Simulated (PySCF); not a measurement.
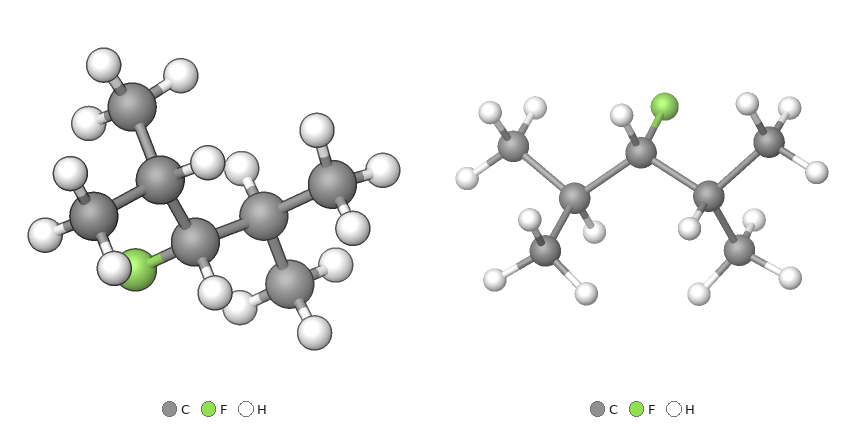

Both panels show the same species.

The computed structure is the end point of a PBE0-D3(BJ)/def2-SVP optimisation. No frequency run is at hand to confirm it as a minimum.

Give the formula.

C₇H₁₅F, 23 atoms: 7 carbon, 15 hydrogen and 1 fluorine.

Write the SMILES.

CC(C)C(F)C(C)C

Count the bonded pairs by element.

15 C–H, 6 C–C, 1 C–F.

More results for the same structure follow; atom numbers are the same in all pictures, views and colours differ.

**Shape**

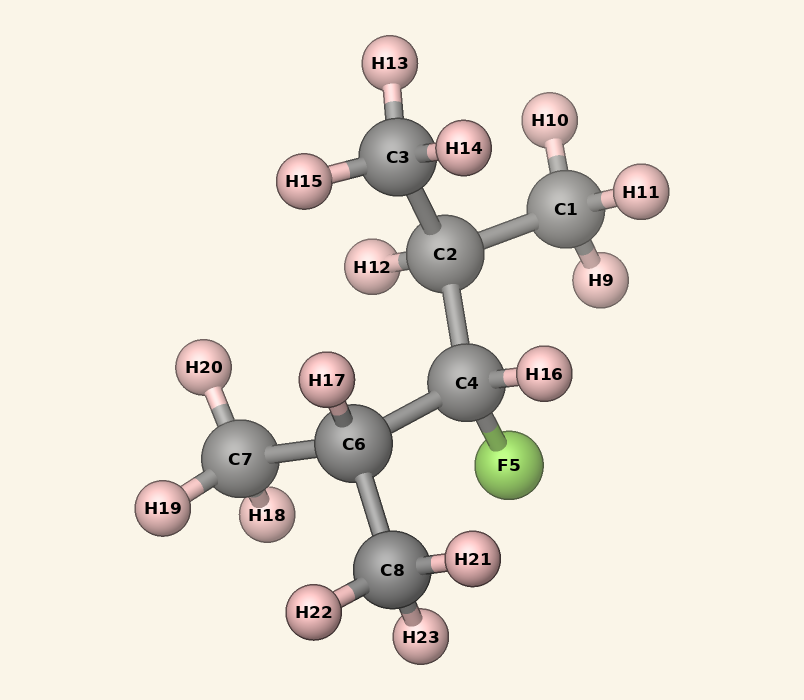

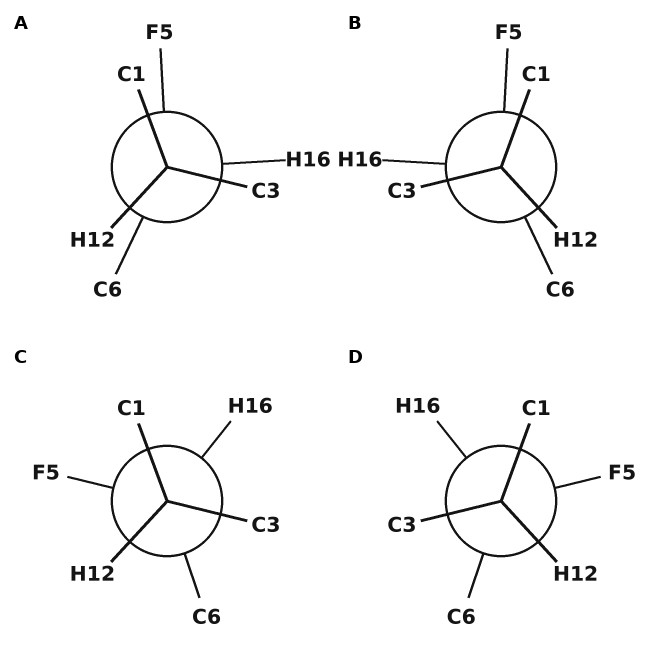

Atoms fade into the background with distance from the viewer. Bonds that would overlap in a projection are set slightly apart. No frequency run is at hand to confirm it as a minimum.

Which Newman projection shows the view along C2–C4, with C2 in front?

C. The torsion angle C1–C2–C4–F5 is −56°, synclinal (gauche).

**Levels of theory compared**

No frequency run is at hand to confirm it as a minimum. Program: PySCF 2.14.0.

Tabulate HOMO energy (eV) at these levels: B3LYP/def2-SVPD; KT2/pcSseg-1; PBE0/pcSseg-1; PBE0/pcSseg-1 in acetonitrile (IEF-PCM); PBE0/pcSseg-1 in tetrahydrofuran (IEF-PCM).

| level | HOMO energy (eV) |
| --- | --- |
| B3LYP/def2-SVPD | −8.49 |
| KT2/pcSseg-1 | −7.28 |
| PBE0/pcSseg-1 | −8.65 |
| PBE0/pcSseg-1 in acetonitrile (IEF-PCM) | −8.55 |
| PBE0/pcSseg-1 in tetrahydrofuran (IEF-PCM) | −8.56 |

**Bond orders**

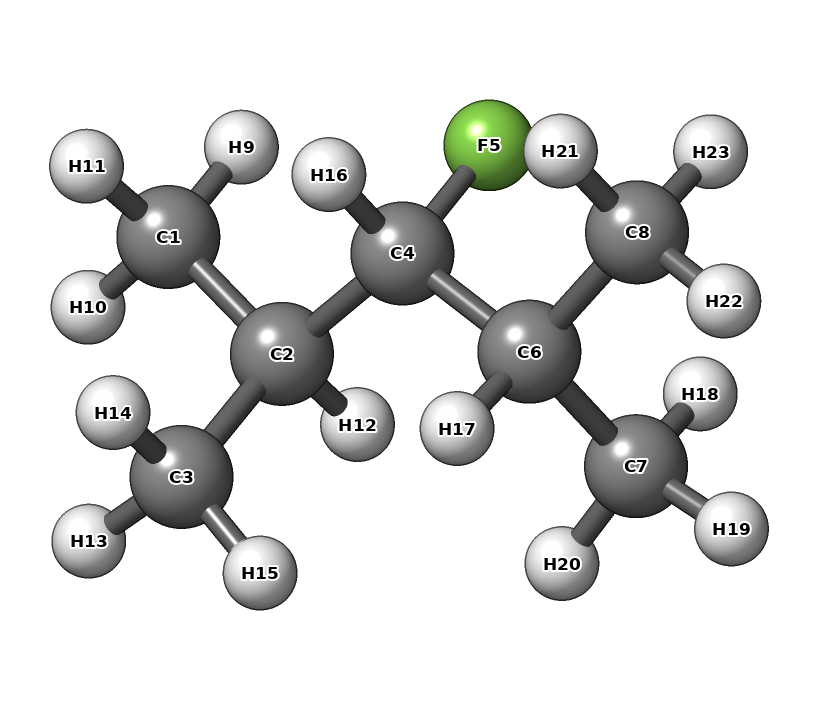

The thickness of each stick grows with its Mayer bond order. No frequency run is at hand to confirm it as a minimum. Method: PBE0/pcSseg-1 in acetonitrile (IEF-PCM) (PySCF 2.14.0).

Which bond between heavy atoms has the lowest Mayer bond order?

C4–F5, 0.81, at 1.390 Å.

List the Mayer bond orders of C1–C2, C2–C3, C2–C4, C4–F5, C4–C6, C6–C7, C6–C8 (bonds between heavy atoms, one of each equivalent set). Atoms whose distances differ by more than 0.02 Å in this geometry are listed apart.

| bond | Mayer order | length (Å) |
| --- | --- | --- |
| C1–C2 | 1.04 | 1.524 |
| C2–C3 | 1.02 | 1.524 |
| C2–C4 | 0.98 | 1.525 |
| C4–F5 | 0.81 | 1.390 |
| C4–C6 | 0.99 | 1.528 |
| C6–C7 | 1.01 | 1.525 |
| C6–C8 | 1.04 | 1.525 |

**NMR shielding**

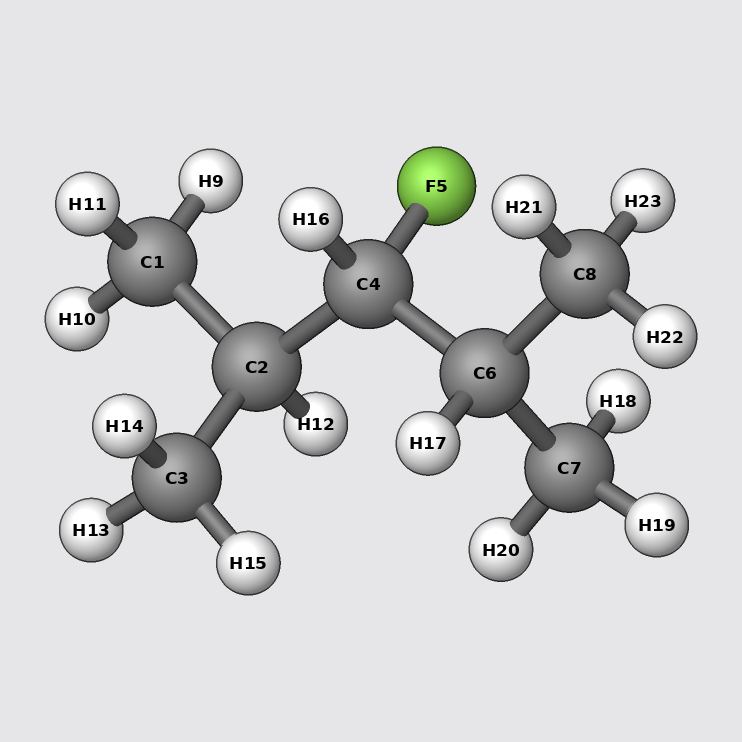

No frequency run is at hand to confirm it as a minimum. Properties computed with GIAO KT2/pcSseg-1 NMR shielding, non-relativistic, gas phase (PySCF 2.14.0). Principal shieldings σ11 ≤ σ22 ≤ σ33, span Ω = σ33 − σ11, skew κ = 3(σiso − σ22)/Ω.

Give the shielding tensors of the F atoms.

```csv
atom,σ11,σ22,σ33,σiso,Ω,κ
F5,342.4,401.3,416.4,386.7,74.0,−0.59
```

Shieldings and span in ppm.
